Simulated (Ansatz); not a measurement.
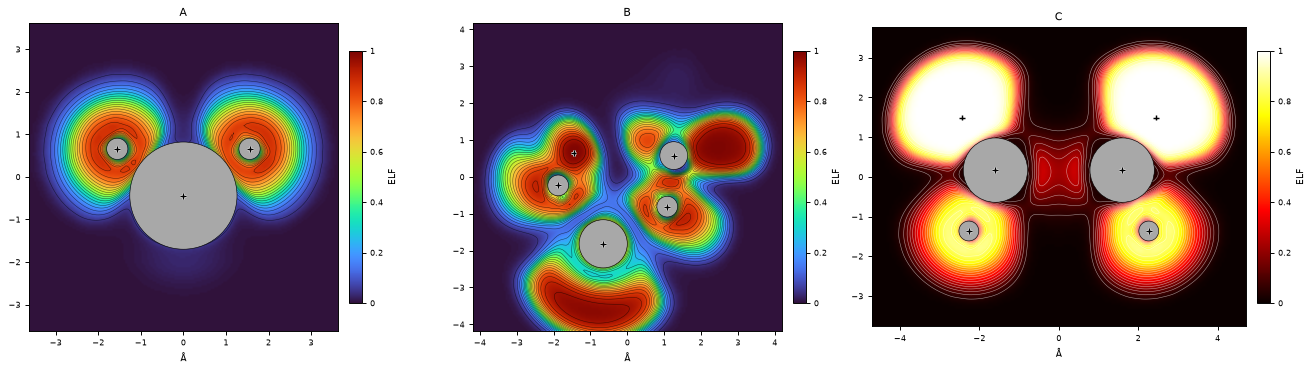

The electron localisation function of 3 systems, each on a plane through atoms (crosses mark nuclei in the plane; grey discs cover the cores).

Computed with isolated molecule in a Gaussian basis; Kohn-Sham density functional theory, functional PBE0 (Ansatz).

System 1: F₄Hf (SMILES [F][Hf]([F])([F])[F]), the plane of atoms F1, Hf5 and F4. Geometry: PBE0-D4/def2-SVP; core potentials replace the inner electrons of Hf.

```json
{"atom": "F", "x (Å)": "-0.9027", "y (Å)": "-0.1436", "z (Å)": "1.6574"}
{"atom": "F", "x (Å)": "1.6425", "y (Å)": "-0.9893", "z (Å)": "0.0856"}
{"atom": "F", "x (Å)": "-1.0829", "y (Å)": "-0.7390", "z (Å)": "-1.3883"}
{"atom": "F", "x (Å)": "0.3830", "y (Å)": "1.8130", "z (Å)": "-0.3877"}
{"atom": "Hf", "x (Å)": "0.0100", "y (Å)": "-0.0147", "z (Å)": "-0.0082"}
```

System 2: C₂H₆O₂Sn (SMILES CC[O][Sn][OH]), the plane of atoms C2, O3 and Sn5. Geometry: PBE0-D4/def2-SVP; core potentials replace the inner electrons of Sn.

```xyz
11

C    -2.3915   -0.7262   -0.6712
C    -1.3638   -1.3489    0.2579
O    -0.7791   -2.4902   -0.2913
O     1.0142   -0.6013   -1.8077
Sn    0.7082   -2.5717   -1.6377
H    -1.9123   -0.3685   -1.5972
H    -2.8983    0.1288   -0.1966
H    -3.1524   -1.4711   -0.9491
H    -0.6047   -0.5827    0.5304
H    -1.8515   -1.6322    1.2095
H     0.4712   -0.0269   -1.2545
```

System 3: Al₂F₂H₄S₂, the plane of atoms F4, Al2 and H9. Geometry: PBE0-D4/def2-SVP.

```xyz
10

Al    1.3903   -0.4223   -0.7517
Al   -0.9450    0.4688    1.2316
F     0.8623   -0.7438   -2.3065
F    -2.4535    0.5213    0.5096
S    -0.0627   -1.6558    0.6581
S     0.4737    1.6976   -0.2168
H     2.8894   -0.5431   -0.2948
H    -0.9736   -1.8519   -0.3262
H    -0.6857    0.8210    2.7414
H    -0.4121    1.6570   -1.2418
```

> Match each panel to its system.

Panel A is system 1, F₄Hf: the plane holds F and Hf. Hf–F (1.90 Å): the ELF peaks at about 0.85 in the valence shell of F, 0.5 Å from its nucleus, and drops to about 0.20 between the two atoms. Panel B is system 2, C₂H₆O₂Sn: the plane holds C, O, Sn and H. C–O (1.39 Å): the ELF peaks at about 0.90 between the atoms: a polar covalent bond. Panel C is system 3, Al₂F₂H₄S₂: the plane holds Al, F and H. Al–F (1.67 Å): the ELF peaks at about 0.85 in the valence shell of F, 0.6 Å from its nucleus, and is about 0.25 at the midpoint.
